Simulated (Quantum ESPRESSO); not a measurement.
Converging the SCF threshold: BaTiO₃ (P4mm, 5 atoms in the cell)

```yaml
crystal:
  lattice:
    - [4.01200, 0.00000, 0.00000]
    - [0.00000, 4.01200, 0.00000]
    - [0.00000, 0.00000, 4.01200]
  atoms:
    - { symbol: Ba, position: [0.00000, 0.00000, 0.01246] }
    - { symbol: Ti, position: [0.50000, 0.50000, 0.50000] }
    - { symbol: O, position: [0.50000, 0.00000, 0.50000] }
    - { symbol: O, position: [0.00000, 0.50000, 0.50000] }
    - { symbol: O, position: [0.50000, 0.50000, 0.00000] }
```

Method of the run: PBE, PseudoDojo stringent norm-conserving (PBE) pseudopotentials (plane waves; Quantum ESPRESSO).

Base settings: ecutwfc = 95 Ry; occupations = smearing; smearing = fermi-dirac; degauss = 0.000734986 Ry; potentials = {Ba: Ba.upf, Ti: Ti.upf, O: O.upf}; K_POINTS = automatic 3 3 3 0 0 0; conv_thr = 1e-10 Ry; mixing_beta = 0.3.

The mesh stays at the base's, so the ladder's end is converged at best in this setting alone.

Only quantities that move along the ladder and can be compared are tabulated; the gap is left out on so coarse a mesh.

The count of work is k-points × plane waves × bands × iterations; it is no time. 

The starting cell has typed, rounded lattice constants, without a prior relaxation at this level. Its lattice was rescaled by up to half a per cent. One atom was moved a little off its site on purpose.

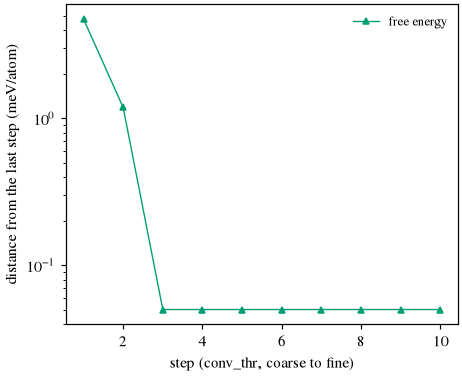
Distance from the last step along the ladder; very small values are drawn at a floor.

| conv_thr | free energy less the last step's (meV/atom) | largest difference of a force vector from the last step's (eV/Å) | count of work / last |
|---|---|---|---|
| 0.0073 Ry | 4.74 | 0.023 | 0.20 |
| 0.00073 Ry | 1.19 | 0.019 | 0.30 |
| 7.3e-05 Ry | 0.05 | 0.008 | 0.35 |
| 7.3e-06 Ry | 0.00 | 0.002 | 0.45 |
| 7.3e-07 Ry | 0.00 | 0.001 | 0.50 |
| 7.3e-08 Ry | 0.00 | 0.000 | 0.60 |
| 7.3e-09 Ry | 0.00 | 0.000 | 0.65 |
| 7.3e-10 Ry | 0.00 | 0.000 | 0.70 |
| 1e-10 Ry | 0.00 | 0.000 | 0.75 |
| 7.3e-12 Ry | 0.00 | 0.000 | 0.85 |
| 7.3e-14 Ry | 0.00 | 0.000 | 1.0 |

Coarsest conv_thr that holds the forces within 0.01 eV/Å of the last step, with all finer ones: 7.3e-05 Ry, at 0.35 of the last step's count of work; the step before is off by 0.019 eV/Å.

Coarsest conv_thr that holds the free energy within 0.5 meV/atom of the last step, with all finer ones: 7.3e-05 Ry, at 0.35 of the last step's count of work; the step before is off by 1.2 meV/atom.
